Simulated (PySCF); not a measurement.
C5H14Si2, SMILES C=C[SiH2][Si](C)(C)C, GFN2-xTB optimised geometry. Atoms within 1.6 Å of the plane z = 0.0 Å (x, y, z in Å): C1 (2.57, 1.43, 1.57), C2 (2.09, 0.20, 1.54), Si3 (1.45, -0.67, 0.00), Si4 (-0.89, -0.67, 0.00), C5 (-1.58, -1.57, -1.54), C6 (-1.59, -1.56, 1.54), C7 (-1.58, 1.11, 0.00), H8 (2.66, 2.02, 0.67), H11 (2.03, 0.01, -1.17), H12 (2.03, -2.02, 0.02), H13 (-2.67, -1.56, -1.55), H15 (-1.26, -2.60, -1.57), H16 (-2.68, -1.57, 1.54), H17 (-1.25, -2.59, 1.60), H19 (-2.66, 1.13, 0.03), H20 (-1.27, 1.66, -0.89), H21 (-1.22, 1.67, 0.86).

Method: CAM-B3LYP/def2-SVP (PySCF 2.14.0). Cells within 0.4 Å of a nucleus heavier than hydrogen are left out (blank, or x).

Map of the deformation density (molecule minus spherical neutral atoms) (e/bohr³) on the plane z = 0.0 Å:

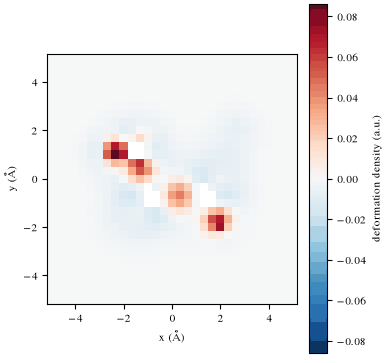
Fig. 1. Deformation density (molecule minus spherical neutral atoms) (e/bohr³) on the plane z = 0.0 Å.
